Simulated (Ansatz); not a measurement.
# SiHBr (SMILES [SiH]Br): levels of theory compared

Wanted: a comparison of 6 runs (B2PLYP/STO-3G, HSE06/STO-3G, PBE0/STO-3G, UB3LYP/STO-3G, CCSD(T)/STO-3G, UCCSD(T)/STO-3G) of SiHBr. 

The calculation is run with Ansatz 0.2.0.

57 further runs of the same task are left out: 11 that didn't finish, 46 set aside as unsound or not needed.

### Step 1. The structure to begin with

SiHBr has 3 atoms, charge 0, and is taken as a singlet. As SMILES, `[SiH]Br`. The Br2–Si1 distance was set to 5.612 Å, away from the relaxed value. At this shape a bond of the SMILES string is far longer than usual.

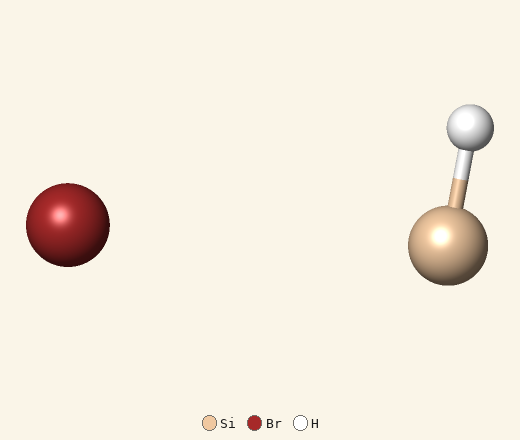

The structure, seen from a chosen angle (silicon light orange, bromine red, hydrogen white).

### Step 2. A single-point energy at B2PLYP/STO-3G (run 1)

Contents of run.yaml:

```yaml
crystal:
  periodic: [false, false, false]
  atoms:
    - {symbol: Si, position_ang: [-3.573120, 0.702501, -1.912361]}
    - {symbol: Br, position_ang: [1.340900, 0.401500, 0.781400]}
    - {symbol: H, position_ang: [-3.675520, -0.807699, -2.114861]}
basis:
  gaussian:
    orbitals: STO-3G
hamiltonian:
  xc: {name: B2PLYP}
correlation:
  frozen_orbitals: {Br: 9, H: 0, Si: 5}
accuracy: high
```

Launch:

```bash
$ ansatz run run.yaml --threads 1 --pin off --max-ram 2610MiB --events-out events.jsonl --progress --plain --runs-dir runs
```

Output:

```text
Warning: RAYON_NUM_THREADS=1 ignored (pool sized by the plan → 1); use --threads N
Functional definition: B2PLYP
  name "B2PLYP"
  parameter a = 0.53
  parameter c = 0.27
  exchange = (1 - a)*b88_x + a*exact_x
  correlation = (1 - c)*lyp_c + c*(mp2_os + mp2_ss)
332 factors; integrals over basis functions are off by at most 1.2e-8 eV
mean field evaluation 1: about -77059.4611 eV, gradient 1.2e1 eV
mean field evaluation 2: about -77059.4646 eV, gradient 1.2e1 eV
mean field evaluation 4: about -77059.8524 eV, gradient 8.3e0 eV
mean field evaluation 8: about -77059.9163 eV, gradient 7.2e0 eV
mean field evaluation 16: about -77062.4276 eV, gradient 5.0e-3 eV
mean field evaluation 32: about -77062.4270 eV, gradient 1.1e-2 eV
mean field evaluation 64: about -77062.4269 eV, gradient 5.5e-2 eV
mean field evaluation 96: about -76964.4668 eV, gradient 1.8e1 eV
mean field -77062.42761941 eV, -2831.9919802238 hartree, gradient 1.3e-8 eV, S^2 0.000000; 6 other end points of the search recorded, 0 dependent functions left out; unrestricted orbitals would lower it
14 core orbitals not correlated: weight in the atoms' cores, before any rotation towards them, 1.000 or more for the frozen orbitals, at most 0.000 for the correlated occupied ones
reference -77062.42764076 eV, -2831.9919810085 hartree; 11, 11 occupied and 3, 3 virtual orbitals, 332 factors
second order -7.95187103 eV of doubles, -0.00000000 eV of singles
Total energy: -77064.57464594 eV, -2832.0708819934 hartree
```

Wall time 4.8 s (1 thread of Arm Neoverse V1, shared host); peak memory 0.098 GiB.

### Step 3. A single-point energy at HSE06/STO-3G (run 2)

Contents of run.yaml:

```yaml
basis:
  gaussian: {orbitals: STO-3G}
crystal:
  periodic: [false, false, false]
  atoms:
    - {symbol: Si, position_ang: [-3.573120, 0.702501, -1.912361]}
    - {symbol: Br, position_ang: [1.340900, 0.401500, 0.781400]}
    - {symbol: H, position_ang: [-3.675520, -0.807699, -2.114861]}
hamiltonian: {xc: hse06}
accuracy: high
```

Launch:

```bash
$ ansatz run run.yaml --threads 1 --pin off --max-ram 2610MiB --events-out events.jsonl --progress --plain --runs-dir runs
```

Output, cut to the lines that bear on the results:

```text
Warning: RAYON_NUM_THREADS=1 ignored (pool sized by the plan → 1); use --threads N
Functional definition: HSE06
  name "HSE06"
[...]
332 factors; integrals over basis functions are off by at most 1.2e-8 eV
59 factors; integrals over basis functions are off by at most 1.3e-9 eV
[...]
mean field -77066.67875976 eV, -2832.1482067503 hartree, gradient 3.2e-9 eV, S^2 0.000000; 15 other end points of the search recorded, 0 dependent functions left out
reference -77066.67876182 eV, -2832.1482068258 hartree; 25, 25 occupied and 3, 3 virtual orbitals, 332 factors
Total energy: -77066.67876182 eV, -2832.1482068258 hartree
```

Wall time 24 s (1 thread of Arm Neoverse V1, shared host); peak memory 0.1 GiB.

Run 3 isn't shown in full; the table further down has it.

### Step 4. The energy at UB3LYP/STO-3G (run 4)

Contents of input.yaml:

```yaml
crystal:
  periodic: [false, false, false]
  atoms:
    - {symbol: Si, position_ang: [-3.573120, 0.702501, -1.912361]}
    - {symbol: Br, position_ang: [1.340900, 0.401500, 0.781400]}
    - {symbol: H, position_ang: [-3.675520, -0.807699, -2.114861]}
basis:
  gaussian:
    orbitals: STO-3G
magnetization:
  spin_polarized: true
hamiltonian:
  xc: {name: B3LYP}
accuracy: high
```

Launch:

```bash
$ ansatz run input.yaml --threads 1 --pin off --max-ram 2610MiB --events-out events.jsonl --progress --plain --runs-dir runs
```

Output, cut to the lines that bear on the results:

```text
Warning: RAYON_NUM_THREADS=1 ignored (pool sized by the plan → 1); use --threads N
Functional definition: B3LYP
  name "B3LYP"
[...]
332 factors; integrals over basis functions are off by at most 1.2e-8 eV
[...]
mean field -77076.92889618 eV, -2832.5248923156 hartree, gradient 1.7e-8 eV, S^2 0.808079; 14 other end points of the search recorded, 0 dependent functions left out
reference -77076.92892923 eV, -2832.5248935303 hartree; 25, 25 occupied and 3, 3 virtual orbitals, 332 factors
Total energy: -77076.92892923 eV, -2832.5248935303 hartree
```

Run time: 30 s. Hardware: 1 thread of Arm Neoverse V1, shared host; peak memory 0.15 GiB.

Run 5 isn't shown in full; the table further down has it.

### Step 5. The energy at UCCSD(T)/STO-3G (run 6)

Contents of molecule.yaml:

```yaml
crystal:
  periodic: [false, false, false]
  atoms:
    - {symbol: Si, position_ang: [-3.573120, 0.702501, -1.912361]}
    - {symbol: Br, position_ang: [1.340900, 0.401500, 0.781400]}
    - {symbol: H, position_ang: [-3.675520, -0.807699, -2.114861]}
basis:
  gaussian:
    orbitals: STO-3G
magnetization:
  spin_polarized: true
  initial_magnetization: 0
correlation:
  method: ccsd_t
  frozen_orbitals: {Br: 9, H: 0, Si: 5}
accuracy: high
scf:
  omitted_lower_state_checks: [cluster_reference, increment]
```

Launch:

```bash
$ ansatz run molecule.yaml --threads 1 --pin off --max-ram 2610MiB --events-out events.jsonl --progress --plain --runs-dir runs
```

Output:

```text
Warning: RAYON_NUM_THREADS=1 ignored (pool sized by the plan → 1); use --threads N
[... 24 lines left out ...]
14 core orbitals not correlated: weight in the atoms' cores, before any rotation towards them, 1.000 or more for the frozen orbitals, at most 0.000 for the correlated occupied ones
[... 105 lines left out ...]
Total energy: -77028.04537684 eV, -2830.7284561144 hartree
Checks for a lower state left out: cluster_reference, increment
```

Run time: 4.2 s. Hardware: 1 thread of Arm Neoverse V1, shared host; peak memory 0.094 GiB.

### Step 6. Overview of the runs

| run | level | frozen core orbitals | energy (Eh) | wall time |
| --- | --- | --- | --- | --- |
| 1 | B2PLYP/STO-3G | 14 | -2832.070882 | 4.8 s |
| 2 | HSE06/STO-3G | – | -2832.148207 | 24 s |
| 3 | PBE0/STO-3G | – | -2832.150513 | 17 s |
| 4 | UB3LYP/STO-3G | – | -2832.524894 | 30 s |
| 5 | CCSD(T)/STO-3G | 14 | -2830.765510 | 0.88 s |
| 6 | UCCSD(T)/STO-3G | 14 | -2830.728456 | 4.2 s |

### Step 7. Summary of results

| quantity | value |
| --- | --- |
| run 6: total energy | -2830.72846 Eh |
| run 6: correlation energy (14 core orbitals frozen) | -34.4 mEh |
| run 6: (T) correction | -0.02 mEh |
| run 6: ⟨S²⟩ of the reference determinant | 1.003 |
| run 6: T1 diagnostic | 0.003 |

What this shows: Totals of different functionals can't be ranked against each other. In run 5 the T1 diagnostic is large, so a single reference may not serve. In runs 1, 5 the log says that unrestricted orbitals would lower the reference, so the values rest on an unstable closed-shell determinant (other closed-shell runs at this shape may share the fault). In runs 1, 2, 3, 4, 5, 6 the basis is minimal, so the values are rough. In runs 1, 2, 3, 5 a closed-shell determinant meets a far-stretched bond, which it describes badly. Spin contamination of the reference: run 6 ⟨S²⟩ = 1.00, run 4 ⟨S²⟩ = 0.81. Where it is this large, the reference is a mixture of spin states, and values that rest on it are in doubt. All runs together took 80 s, the longest 30 s.
